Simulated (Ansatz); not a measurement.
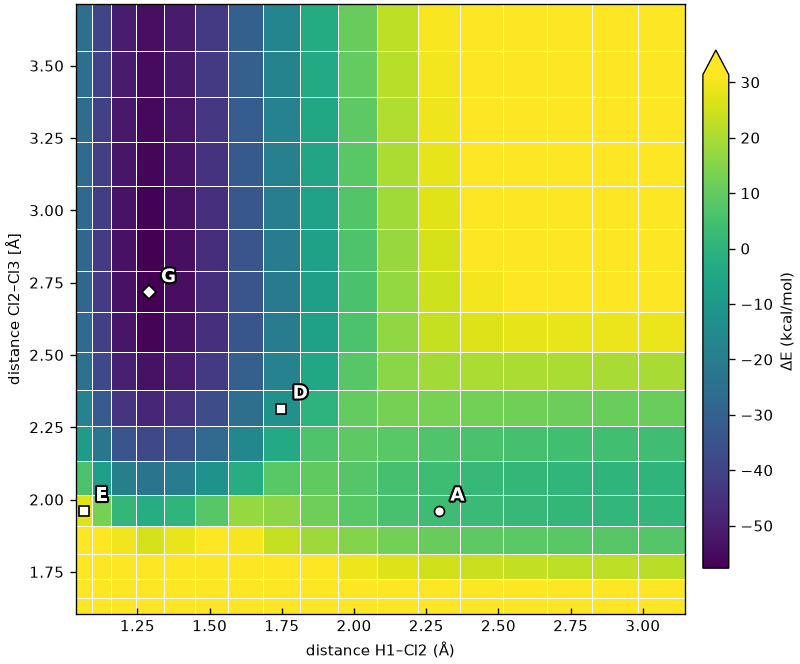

The system H + Cl₂, spin multiplicity 2. The first coordinate is: distance H1–Cl2; the second: distance Cl2–Cl3. Nothing is relaxed (the angle H1–Cl2–Cl3 is fixed at 100 degrees). The scan uses a 17 × 17 grid. Points are written as (first, second). Energies are in kcal/mol, from H far from the relaxed ClCl (each part in its own basis). Energies and slopes of some neighbouring points disagree (a jump in structure or state, or too coarse a mesh). In part of the range the unrestricted reference is strongly spin-contaminated. The calculation used UKS PBE0-D4/def2-SVPD (Ansatz 0.2.0).

In the figure: one coloured cell a grid point, one colour for all values above the top of the scale, lettered points.

### Is D the lowest point of the computed grid?

No. D lies 45 kcal/mol above the lowest grid point, which is at (1.291 Å, 2.718 Å).

### Rank the lettered points by energy, lowest first.

G (−58 kcal/mol), D (−13 kcal/mol), A (3.9 kcal/mol), E (27 kcal/mol).
